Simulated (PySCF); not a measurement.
C$_{4}$H$_{12}$OSi$_{2}$ (SMILES [SiH3]COC1C[SiH2]C1)

Input

```
{"job": {"kind": "uv", "xc": "CAM-B3LYP", "basis": "def2-SVPD", "nstates": 8, "ntriplets": 3}, "charge": 0, "multiplicity": 1}
Si     3.297207     0.139165     0.303401
C      1.596152     0.631320    -0.390925
O      0.701761    -0.324090     0.141323
C     -0.611248    -0.239578    -0.352110
C     -1.457767    -1.430355     0.130621
Si    -2.910911    -0.263646     0.540430
C     -1.461464     0.930206     0.202992
H      3.246504     0.192916     1.762844
H      4.294000     1.087994    -0.204727
H      3.607201    -1.214581    -0.151470
H      1.295660     1.647880    -0.103381
H      1.574213     0.594680    -1.490197
H     -0.583689    -0.195867    -1.452700
H     -1.577411    -2.216170    -0.610416
H     -0.988254    -1.870430     1.007731
H     -3.972331    -0.237041    -0.467735
H     -3.456895    -0.305232     1.894906
H     -1.593337     1.756854    -0.491238
H     -1.009196     1.325224     1.111461
```

Run with:

```sh
OMP_NUM_THREADS=1 python probes_run.py task.json out
```

Geometry: GFN2-xTB.

The calculation used CAM-B3LYP/def2-SVPD, SCF density, gas phase (PySCF 2.14.0).

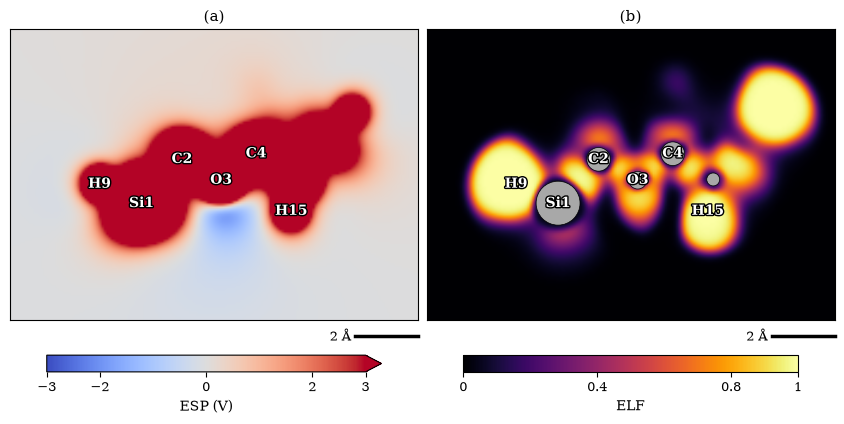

Figure 1. (a) molecular electrostatic potential; (b) electron localisation function on the plane of atoms C2, Si1 and H9. Grey discs cover the atomic cores in the ELF map.

**Interpret the plot.**

Atoms in the plane: Si, C, O and H.
C–O (1.41 Å): the ELF peaks at about 0.90 between the atoms; a polar covalent bond.
C–Si (1.90 Å): the ELF peaks at about 1 between the atoms, as expected for a covalent bond.
Si–H (1.47 Å): the ELF climbs to about 1 towards the hydrogen, as it does in any bond to H.
The ELF also peaks beside O3, away from the bonds: lone-pair regions.
Outside the dense part of the molecule the potential is most negative (−1.8 V) near O3.

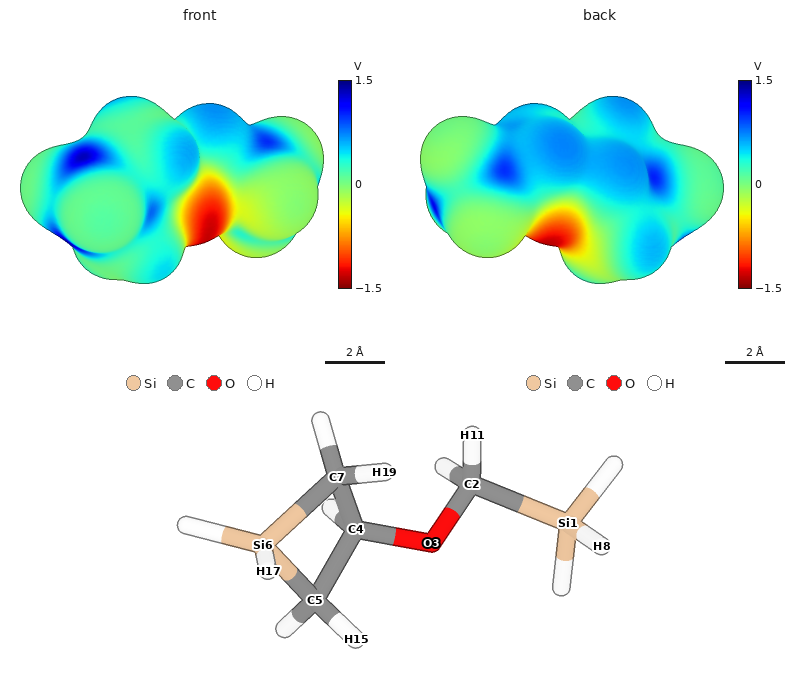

Figure 2. The electrostatic potential painted on the density surface at 0.002 e/bohr³, seen from the front and from behind; the colour scale runs from red (negative) to blue (positive). The bare structure is drawn below in the same view.

**Which sites attract a positive test charge, and which a negative one?**

A positive charge is drawn to the negative regions and a negative charge to the positive ones. The most negative region (about −1.3 V, or −30 kcal/mol for a unit charge) lies over O3, the most positive (about +1.2 V, or +28 kcal/mol for a unit charge) over Si6. O3 is the likeliest acceptor of a hydrogen bond.

**How polar is the molecule by this calculation?**

Its dipole moment is 1.29 D.
